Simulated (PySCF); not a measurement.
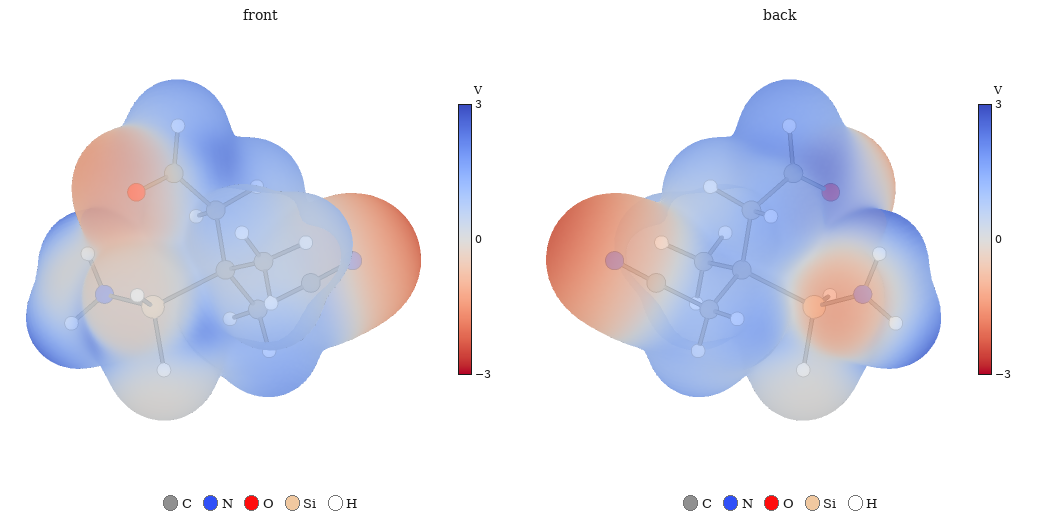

*C₆H₁₂N₂OSi (SMILES C[C@](CC#N)(CC=O)[SiH2]N). The electrostatic potential painted on the density surface at 0.004 e/bohr³, seen from the front and from behind; red is negative and blue positive.*

Geometry: GFN2-xTB.

These are results of PBE0/pcSseg-1, SCF density, gas phase, non-relativistic in PySCF 2.14.0, not measurements.

```xyz
22

C    -1.6571    0.6702   -0.4816
C    -0.3495   -0.0764   -0.2327
C    -0.4187   -1.4532   -0.9199
C    -1.4428   -2.2879   -0.3516
N    -2.2575   -2.9351    0.1252
C    -0.1858   -0.2980    1.2736
C     0.1865    0.9519    1.9902
O     0.7551    1.8813    1.4816
Si    1.1213    0.9155   -0.9808
N     2.5619    0.3196   -0.2362
H    -2.5140    0.1058   -0.1097
H    -1.6421    1.6377    0.0157
H    -1.7993    0.8434   -1.5467
H    -0.6316   -1.3239   -1.9841
H     0.5402   -1.9709   -0.8251
H     0.6356   -1.0014    1.4552
H    -1.0850   -0.7319    1.7206
H    -0.0713    0.9756    3.0657
H     0.8351    2.3445   -1.0596
H     1.2643    0.4123   -2.3593
H     3.4108    0.4528   -0.7621
H     2.7336    0.5876    0.7206
```

**Where is the surface potential most negative and most positive?**

The most negative region (about −2.1 V) lies over N5, the most positive (about +2.2 V) over C7, H21 and H22. N5 is the likeliest acceptor of a hydrogen bond.
